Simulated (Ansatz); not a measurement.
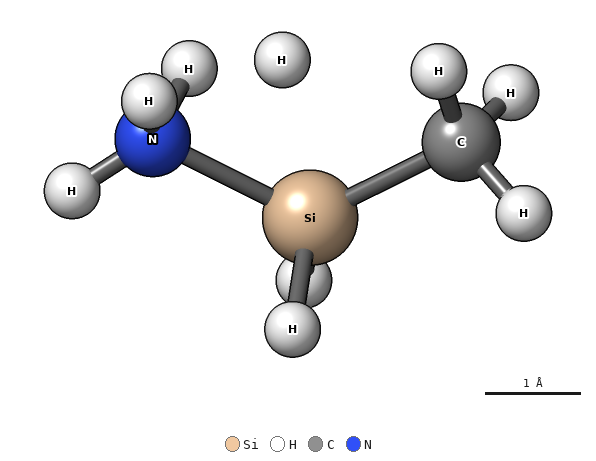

Fig. 1: The starting structure (ball-and-stick view, seen at a tilt). Bond lengths as drawn: C–H 1.09 to 1.10 Å, C–Si 1.89 Å, H–N 1.02 to 1.19 Å, H–Si 1.48 to 1.52 Å and N–Si 1.92 Å.

**CH9NSi: molecular dynamics (part 1 of 3)**

- system: CH9NSi
- method: RKS B3LYP-D4/6-31G* (Ansatz 0.2.0)

It belongs to a series of runs on one base structure; here: dynamics from the highest image of the converged band.

## Log
```
Engine: ansatz 0.2.0, aarch64-unknown-linux-gnu
Functional definition: B3LYP
  parameter a0 = 0.2
  parameter ax = 0.72
  parameter ac = 0.81
  exchange = (1 - a0 - ax)*slater_x + ax*b88_x + a0*exact_x
  correlation = (1 - ac)*vwn_rpa_c + ac*lyp_c
809 factors; integrals over basis functions are off by at most 7.1e-4 eV
mean field evaluation 1: about -10542.1319 eV, gradient 5.9e1 eV
mean field evaluation 2: about -10536.4720 eV, gradient 7.5e1 eV
mean field evaluation 4: about -10549.4429 eV, gradient 3.6e0 eV
mean field evaluation 8: about -10549.4783 eV, gradient 6.6e-2 eV
mean field evaluation 16: about -10549.4783 eV, gradient 1.3e-5 eV
mean field -10549.47830917 eV, -387.6861771686 hartree, gradient 1.3e-5 eV, S^2 0.000000; 0 other end points of the search recorded, 0 dependent functions left out
the calculation of the forces begins
reference -10549.47852517 eV, -387.6861851065 hartree; 18, 18 occupied and 49, 49 virtual orbitals, 809 factors
md step     0: t =     0.00 fs  T =   300.0 K  F+E_penalty+E_count = -10549.81367890 eV  E_kin = 0.387780 eV  conserved = -10549.42589890 eV  (24 SCF iters)
these checks for a lower state are left out or cut short: starts, cluster_reference, orbital_swaps, neighbouring_geometries, increment
809 factors; integrals over basis functions are off by at most 7.0e-4 eV
mean field -10549.46916529 eV, -387.6858411375 hartree, gradient 4.8e-5 eV, S^2 0.000000; 0 other end points of the search recorded, 0 dependent functions left out
the calculation of the forces begins
reference -10549.46938122 eV, -387.6858490726 hartree; 18, 18 occupied and 49, 49 virtual orbitals, 809 factors
md step     1: t =     0.50 fs  T =   293.1 K  F+E_penalty+E_count = -10549.80461803 eV  E_kin = 0.378827 eV  conserved = -10549.42579108 eV  (24 SCF iters, 3 dispersion substeps)
[... from here on the SCF iterations and repeated set-up lines of each step are left out, up to the last step ...]
md step     2: t =     1.00 fs  T =   273.6 K  F+E_penalty+E_count = -10549.77911580 eV  E_kin = 0.353663 eV  conserved = -10549.42545306 eV  (24 SCF iters, 3 dispersion substeps)
md step     3: t =     1.50 fs  T =   245.7 K  F+E_penalty+E_count = -10549.74252925 eV  E_kin = 0.317547 eV  conserved = -10549.42498189 eV  (24 SCF iters, 3 dispersion substeps)
md step     4: t =     2.00 fs  T =   214.9 K  F+E_penalty+E_count = -10549.70227193 eV  E_kin = 0.277752 eV  conserved = -10549.42452021 eV  (24 SCF iters, 3 dispersion substeps)
md step     5: t =     2.50 fs  T =   186.8 K  F+E_penalty+E_count = -10549.66560971 eV  E_kin = 0.241411 eV  conserved = -10549.42419867 eV  (24 SCF iters, 3 dispersion substeps)
md step     6: t =     3.00 fs  T =   165.2 K  F+E_penalty+E_count = -10549.63764345 eV  E_kin = 0.213560 eV  conserved = -10549.42408338 eV  (23 SCF iters, 3 dispersion substeps)
md step     7: t =     3.50 fs  T =   151.7 K  F+E_penalty+E_count = -10549.62027895 eV  E_kin = 0.196122 eV  conserved = -10549.42415711 eV  (22 SCF iters, 3 dispersion substeps)
md step     8: t =     4.00 fs  T =   145.5 K  F+E_penalty+E_count = -10549.61246546 eV  E_kin = 0.188122 eV  conserved = -10549.42434308 eV  (25 SCF iters, 3 dispersion substeps)
md step     9: t =     4.50 fs  T =   144.5 K  F+E_penalty+E_count = -10549.61135918 eV  E_kin = 0.186811 eV  conserved = -10549.42454810 eV  (24 SCF iters, 3 dispersion substeps)
md step    10: t =     5.00 fs  T =   146.3 K  F+E_penalty+E_count = -10549.61376190 eV  E_kin = 0.189063 eV  conserved = -10549.42469904 eV  (25 SCF iters, 3 dispersion substeps)
md step    11: t =     5.50 fs  T =   148.9 K  F+E_penalty+E_count = -10549.61727129 eV  E_kin = 0.192512 eV  conserved = -10549.42475910 eV  (25 SCF iters, 3 dispersion substeps)
md step    12: t =     6.00 fs  T =   151.7 K  F+E_penalty+E_count = -10549.62086435 eV  E_kin = 0.196134 eV  conserved = -10549.42473019 eV  (25 SCF iters, 3 dispersion substeps)
md step    13: t =     6.50 fs  T =   154.9 K  F+E_penalty+E_count = -10549.62487737 eV  E_kin = 0.200232 eV  conserved = -10549.42464493 eV  (25 SCF iters, 3 dispersion substeps)
md step    14: t =     7.00 fs  T =   159.3 K  F+E_penalty+E_count = -10549.63049950 eV  E_kin = 0.205945 eV  conserved = -10549.42455412 eV  (22 SCF iters, 3 dispersion substeps)
md step    15: t =     7.50 fs  T =   165.9 K  F+E_penalty+E_count = -10549.63898554 eV  E_kin = 0.214476 eV  conserved = -10549.42450970 eV  (22 SCF iters, 3 dispersion substeps)
md step    16: t =     8.00 fs  T =   175.1 K  F+E_penalty+E_count = -10549.65086719 eV  E_kin = 0.226323 eV  conserved = -10549.42454388 eV  (25 SCF iters, 3 dispersion substeps)
md step    17: t =     8.50 fs  T =   186.3 K  F+E_penalty+E_count = -10549.66548101 eV  E_kin = 0.240829 eV  conserved = -10549.42465220 eV  (25 SCF iters, 3 dispersion substeps)
md step    18: t =     9.00 fs  T =   198.3 K  F+E_penalty+E_count = -10549.68106251 eV  E_kin = 0.256271 eV  conserved = -10549.42479114 eV  (25 SCF iters, 3 dispersion substeps)
md step    19: t =     9.50 fs  T =   209.3 K  F+E_penalty+E_count = -10549.69544169 eV  E_kin = 0.270550 eV  conserved = -10549.42489194 eV  (24 SCF iters, 3 dispersion substeps)
md step    20: t =    10.00 fs  T =   218.3 K  F+E_penalty+E_count = -10549.70709856 eV  E_kin = 0.282205 eV  conserved = -10549.42489320 eV  (24 SCF iters, 3 dispersion substeps)
md step    21: t =    10.50 fs  T =   225.4 K  F+E_penalty+E_count = -10549.71610516 eV  E_kin = 0.291336 eV  conserved = -10549.42476948 eV  (24 SCF iters, 3 dispersion substeps)
md step    22: t =    11.00 fs  T =   232.0 K  F+E_penalty+E_count = -10549.72449503 eV  E_kin = 0.299947 eV  conserved = -10549.42454804 eV  (24 SCF iters, 3 dispersion substeps)
md step    23: t =    11.50 fs  T =   241.0 K  F+E_penalty+E_count = -10549.73583021 eV  E_kin = 0.311530 eV  conserved = -10549.42429975 eV  (24 SCF iters, 3 dispersion substeps)
md step    24: t =    12.00 fs  T =   255.3 K  F+E_penalty+E_count = -10549.75410631 eV  E_kin = 0.329993 eV  conserved = -10549.42411298 eV  (24 SCF iters, 3 dispersion substeps)
md step    25: t =    12.50 fs  T =   277.2 K  F+E_penalty+E_count = -10549.78239387 eV  E_kin = 0.358327 eV  conserved = -10549.42406646 eV  (24 SCF iters, 3 dispersion substeps)
md step    26: t =    13.00 fs  T =   307.5 K  F+E_penalty+E_count = -10549.82163838 eV  E_kin = 0.397428 eV  conserved = -10549.42421009 eV  (24 SCF iters, 3 dispersion substeps)
md step    27: t =    13.50 fs  T =   344.6 K  F+E_penalty+E_count = -10549.86992673 eV  E_kin = 0.445377 eV  conserved = -10549.42454928 eV  (23 SCF iters, 3 dispersion substeps)
md step    28: t =    14.00 fs  T =   384.8 K  F+E_penalty+E_count = -10549.92246962 eV  E_kin = 0.497446 eV  conserved = -10549.42502401 eV  (24 SCF iters, 3 dispersion substeps)
md step    29: t =    14.50 fs  T =   423.3 K  F+E_penalty+E_count = -10549.97258883 eV  E_kin = 0.547097 eV  conserved = -10549.42549188 eV  (24 SCF iters, 3 dispersion substeps)
md step    30: t =    15.00 fs  T =   455.0 K  F+E_penalty+E_count = -10550.01389374 eV  E_kin = 0.588145 eV  conserved = -10549.42574919 eV  (24 SCF iters, 3 dispersion substeps)
md step    31: t =    15.50 fs  T =   477.8 K  F+E_penalty+E_count = -10550.04323904 eV  E_kin = 0.617606 eV  conserved = -10549.42563255 eV  (24 SCF iters, 3 dispersion substeps)
md step    32: t =    16.00 fs  T =   493.4 K  F+E_penalty+E_count = -10550.06293588 eV  E_kin = 0.637755 eV  conserved = -10549.42518091 eV  (24 SCF iters, 3 dispersion substeps)
md step    33: t =    16.50 fs  T =   506.9 K  F+E_penalty+E_count = -10550.07998009 eV  E_kin = 0.655276 eV  conserved = -10549.42470388 eV  (24 SCF iters, 3 dispersion substeps)
md step    34: t =    17.00 fs  T =   523.7 K  F+E_penalty+E_count = -10550.10153030 eV  E_kin = 0.676944 eV  conserved = -10549.42458642 eV  (24 SCF iters, 3 dispersion substeps)
md step    35: t =    17.50 fs  T =   545.1 K  F+E_penalty+E_count = -10550.12950498 eV  E_kin = 0.704565 eV  conserved = -10549.42493960 eV  (23 SCF iters, 3 dispersion substeps)
md step    36: t =    18.00 fs  T =   567.5 K  F+E_penalty+E_count = -10550.15907506 eV  E_kin = 0.733582 eV  conserved = -10549.42549341 eV  (24 SCF iters, 3 dispersion substeps)
md step    37: t =    18.50 fs  T =   585.3 K  F+E_penalty+E_count = -10550.18247760 eV  E_kin = 0.756612 eV  conserved = -10549.42586574 eV  (24 SCF iters, 3 dispersion substeps)
md step    38: t =    19.00 fs  T =   594.6 K  F+E_penalty+E_count = -10550.19450561 eV  E_kin = 0.768635 eV  conserved = -10549.42587080 eV  (24 SCF iters, 3 dispersion substeps)
md step    39: t =    19.50 fs  T =   595.5 K  F+E_penalty+E_count = -10550.19533147 eV  E_kin = 0.769755 eV  conserved = -10549.42557669 eV  (24 SCF iters, 3 dispersion substeps)
md step    40: t =    20.00 fs  T =   591.4 K  F+E_penalty+E_count = -10550.18965709 eV  E_kin = 0.764484 eV  conserved = -10549.42517352 eV  (24 SCF iters, 3 dispersion substeps)
md step    41: t =    20.50 fs  T =   587.3 K  F+E_penalty+E_count = -10550.18394160 eV  E_kin = 0.759107 eV  conserved = -10549.42483441 eV  (23 SCF iters, 3 dispersion substeps)
md step    42: t =    21.00 fs  T =   587.3 K  F+E_penalty+E_count = -10550.18374276 eV  E_kin = 0.759092 eV  conserved = -10549.42465047 eV  (23 SCF iters, 3 dispersion substeps)
md step    43: t =    21.50 fs  T =   593.9 K  F+E_penalty+E_count = -10550.19223911 eV  E_kin = 0.767612 eV  conserved = -10549.42462737 eV  (24 SCF iters, 3 dispersion substeps)
md step    44: t =    22.00 fs  T =   607.6 K  F+E_penalty+E_count = -10550.21004520 eV  E_kin = 0.785324 eV  conserved = -10549.42472096 eV  (24 SCF iters, 3 dispersion substeps)
md step    45: t =    22.50 fs  T =   627.4 K  F+E_penalty+E_count = -10550.23581046 eV  E_kin = 0.810923 eV  conserved = -10549.42488761 eV  (24 SCF iters, 3 dispersion substeps)
md step    46: t =    23.00 fs  T =   651.2 K  F+E_penalty+E_count = -10550.26688568 eV  E_kin = 0.841774 eV  conserved = -10549.42511199 eV  (24 SCF iters, 3 dispersion substeps)
md step    47: t =    23.50 fs  T =   676.4 K  F+E_penalty+E_count = -10550.29964959 eV  E_kin = 0.874259 eV  conserved = -10549.42539067 eV  (24 SCF iters, 3 dispersion substeps)
md step    48: t =    24.00 fs  T =   699.4 K  F+E_penalty+E_count = -10550.32973149 eV  E_kin = 0.904053 eV  conserved = -10549.42567887 eV  (24 SCF iters, 3 dispersion substeps)
md step    49: t =    24.50 fs  T =   717.2 K  F+E_penalty+E_count = -10550.35286611 eV  E_kin = 0.927017 eV  conserved = -10549.42584955 eV  (24 SCF iters, 3 dispersion substeps)
md step    50: t =    25.00 fs  T =   728.1 K  F+E_penalty+E_count = -10550.36687522 eV  E_kin = 0.941139 eV  conserved = -10549.42573587 eV  (24 SCF iters, 3 dispersion substeps)
md step    51: t =    25.50 fs  T =   734.0 K  F+E_penalty+E_count = -10550.37402136 eV  E_kin = 0.948733 eV  conserved = -10549.42528863 eV  (24 SCF iters, 3 dispersion substeps)
md step    52: t =    26.00 fs  T =   740.1 K  F+E_penalty+E_count = -10550.38143001 eV  E_kin = 0.956696 eV  conserved = -10549.42473423 eV  (23 SCF iters, 3 dispersion substeps)
md step    53: t =    26.50 fs  T =   752.7 K  F+E_penalty+E_count = -10550.39748215 eV  E_kin = 0.972982 eV  conserved = -10549.42450062 eV  (24 SCF iters, 3 dispersion substeps)
md step    54: t =    27.00 fs  T =   774.1 K  F+E_penalty+E_count = -10550.42550894 eV  E_kin = 1.000658 eV  conserved = -10549.42485117 eV  (24 SCF iters, 3 dispersion substeps)
md step    55: t =    27.50 fs  T =   800.3 K  F+E_penalty+E_count = -10550.46004015 eV  E_kin = 1.034445 eV  conserved = -10549.42559487 eV  (24 SCF iters, 3 dispersion substeps)
md step    56: t =    28.00 fs  T =   822.7 K  F+E_penalty+E_count = -10550.48960517 eV  E_kin = 1.063359 eV  conserved = -10549.42624600 eV  (23 SCF iters, 3 dispersion substeps)
md step    57: t =    28.50 fs  T =   833.5 K  F+E_penalty+E_count = -10550.50387535 eV  E_kin = 1.077439 eV  conserved = -10549.42643626 eV  (23 SCF iters, 3 dispersion substeps)
md step    58: t =    29.00 fs  T =   830.2 K  F+E_penalty+E_count = -10550.49930768 eV  E_kin = 1.073179 eV  conserved = -10549.42612901 eV  (23 SCF iters, 3 dispersion substeps)
md step    59: t =    29.50 fs  T =   815.8 K  F+E_penalty+E_count = -10550.47998928 eV  E_kin = 1.054454 eV  conserved = -10549.42553500 eV  (23 SCF iters, 3 dispersion substeps)
md step    60: t =    30.00 fs  T =   796.6 K  F+E_penalty+E_count = -10550.45465917 eV  E_kin = 1.029736 eV  conserved = -10549.42492333 eV  (23 SCF iters, 3 dispersion substeps)
md step    61: t =    30.50 fs  T =   779.9 K  F+E_penalty+E_count = -10550.43261863 eV  E_kin = 1.008125 eV  conserved = -10549.42449366 eV  (24 SCF iters, 3 dispersion substeps)
md step    62: t =    31.00 fs  T =   770.7 K  F+E_penalty+E_count = -10550.42057412 eV  E_kin = 0.996245 eV  conserved = -10549.42432894 eV  (24 SCF iters, 3 dispersion substeps)
md step    63: t =    31.50 fs  T =   771.2 K  F+E_penalty+E_count = -10550.42121814 eV  E_kin = 0.996806 eV  conserved = -10549.42441186 eV  (24 SCF iters, 3 dispersion substeps)
md step    64: t =    32.00 fs  T =   780.4 K  F+E_penalty+E_count = -10550.43337970 eV  E_kin = 1.008709 eV  conserved = -10549.42467077 eV  (24 SCF iters, 3 dispersion substeps)
md step    65: t =    32.50 fs  T =   795.3 K  F+E_penalty+E_count = -10550.45309011 eV  E_kin = 1.028068 eV  conserved = -10549.42502203 eV  (23 SCF iters, 3 dispersion substeps)
md step    66: t =    33.00 fs  T =   812.0 K  F+E_penalty+E_count = -10550.47492690 eV  E_kin = 1.049543 eV  conserved = -10549.42538431 eV  (24 SCF iters, 3 dispersion substeps)
md step    67: t =    33.50 fs  T =   826.0 K  F+E_penalty+E_count = -10550.49339670 eV  E_kin = 1.067735 eV  conserved = -10549.42566163 eV  (24 SCF iters, 3 dispersion substeps)
md step    68: t =    34.00 fs  T =   834.6 K  F+E_penalty+E_count = -10550.50453652 eV  E_kin = 1.078807 eV  conserved = -10549.42572937 eV  (24 SCF iters, 3 dispersion substeps)
md step    69: t =    34.50 fs  T =   837.3 K  F+E_penalty+E_count = -10550.50781780 eV  E_kin = 1.082334 eV  conserved = -10549.42548425 eV  (24 SCF iters, 3 dispersion substeps)
md step    70: t =    35.00 fs  T =   837.5 K  F+E_penalty+E_count = -10550.50750120 eV  E_kin = 1.082519 eV  conserved = -10549.42498212 eV  (24 SCF iters, 3 dispersion substeps)
md step    71: t =    35.50 fs  T =   840.9 K  F+E_penalty+E_count = -10550.51146470 eV  E_kin = 1.086920 eV  conserved = -10549.42454464 eV  (24 SCF iters, 3 dispersion substeps)
md step    72: t =    36.00 fs  T =   852.3 K  F+E_penalty+E_count = -10550.52624709 eV  E_kin = 1.101643 eV  conserved = -10549.42460420 eV  (24 SCF iters, 3 dispersion substeps)
md step    73: t =    36.50 fs  T =   870.7 K  F+E_penalty+E_count = -10550.55080410 eV  E_kin = 1.125506 eV  conserved = -10549.42529808 eV  (24 SCF iters, 3 dispersion substeps)
md step    74: t =    37.00 fs  T =   888.5 K  F+E_penalty+E_count = -10550.57470614 eV  E_kin = 1.148454 eV  conserved = -10549.42625234 eV  (24 SCF iters, 3 dispersion substeps)
md step    75: t =    37.50 fs  T =   895.0 K  F+E_penalty+E_count = -10550.58368305 eV  E_kin = 1.156819 eV  conserved = -10549.42686376 eV  (24 SCF iters, 3 dispersion substeps)
md step    76: t =    38.00 fs  T =   883.3 K  F+E_penalty+E_count = -10550.56853297 eV  E_kin = 1.141768 eV  conserved = -10549.42676450 eV  (24 SCF iters, 3 dispersion substeps)
md step    77: t =    38.50 fs  T =   854.7 K  F+E_penalty+E_count = -10550.53074899 eV  E_kin = 1.104742 eV  conserved = -10549.42600683 eV  (24 SCF iters, 3 dispersion substeps)
md step    78: t =    39.00 fs  T =   817.7 K  F+E_penalty+E_count = -10550.48193261 eV  E_kin = 1.056998 eV  conserved = -10549.42493495 eV  (24 SCF iters, 3 dispersion substeps)
md step    79: t =    39.50 fs  T =   785.0 K  F+E_penalty+E_count = -10550.43866506 eV  E_kin = 1.014706 eV  conserved = -10549.42395866 eV  (24 SCF iters, 3 dispersion substeps)
md step    80: t =    40.00 fs  T =   768.1 K  F+E_penalty+E_count = -10550.41620185 eV  E_kin = 0.992821 eV  conserved = -10549.42338073 eV  (24 SCF iters, 3 dispersion substeps)
md step    81: t =    40.50 fs  T =   773.9 K  F+E_penalty+E_count = -10550.42369688 eV  E_kin = 1.000376 eV  conserved = -10549.42332128 eV  (24 SCF iters, 3 dispersion substeps)
md step    82: t =    41.00 fs  T =   803.4 K  F+E_penalty+E_count = -10550.46221035 eV  E_kin = 1.038480 eV  conserved = -10549.42373070 eV  (24 SCF iters, 3 dispersion substeps)
md step    83: t =    41.50 fs  T =   851.7 K  F+E_penalty+E_count = -10550.52537953 eV  E_kin = 1.100925 eV  conserved = -10549.42445412 eV  (23 SCF iters, 3 dispersion substeps)
md step    84: t =    42.00 fs  T =   910.2 K  F+E_penalty+E_count = -10550.60181320 eV  E_kin = 1.176516 eV  conserved = -10549.42529681 eV  (24 SCF iters, 3 dispersion substeps)
md step    85: t =    42.50 fs  T =   968.7 K  F+E_penalty+E_count = -10550.67818993 eV  E_kin = 1.252125 eV  conserved = -10549.42606464 eV  (23 SCF iters, 3 dispersion substeps)
md step    86: t =    43.00 fs  T =  1018.0 K  F+E_penalty+E_count = -10550.74240240 eV  E_kin = 1.315825 eV  conserved = -10549.42657786 eV  (24 SCF iters, 3 dispersion substeps)
md step    87: t =    43.50 fs  T =  1052.0 K  F+E_penalty+E_count = -10550.78644586 eV  E_kin = 1.359757 eV  conserved = -10549.42668879 eV  (23 SCF iters, 3 dispersion substeps)
md step    88: t =    44.00 fs  T =  1069.4 K  F+E_penalty+E_count = -10550.80868655 eV  E_kin = 1.382347 eV  conserved = -10549.42633908 eV  (24 SCF iters, 3 dispersion substeps)
md step    89: t =    44.50 fs  T =  1074.5 K  F+E_penalty+E_count = -10550.81460758 eV  E_kin = 1.388957 eV  conserved = -10549.42565063 eV  (24 SCF iters, 3 dispersion substeps)
md step    90: t =    45.00 fs  T =  1075.2 K  F+E_penalty+E_count = -10550.81473386 eV  E_kin = 1.389772 eV  conserved = -10549.42496190 eV  (24 SCF iters, 3 dispersion substeps)
md step    91: t =    45.50 fs  T =  1079.0 K  F+E_penalty+E_count = -10550.81941840 eV  E_kin = 1.394745 eV  conserved = -10549.42467357 eV  (24 SCF iters, 3 dispersion substeps)
md step    92: t =    46.00 fs  T =  1089.2 K  F+E_penalty+E_count = -10550.83290561 eV  E_kin = 1.407958 eV  conserved = -10549.42494719 eV  (24 SCF iters, 3 dispersion substeps)
```
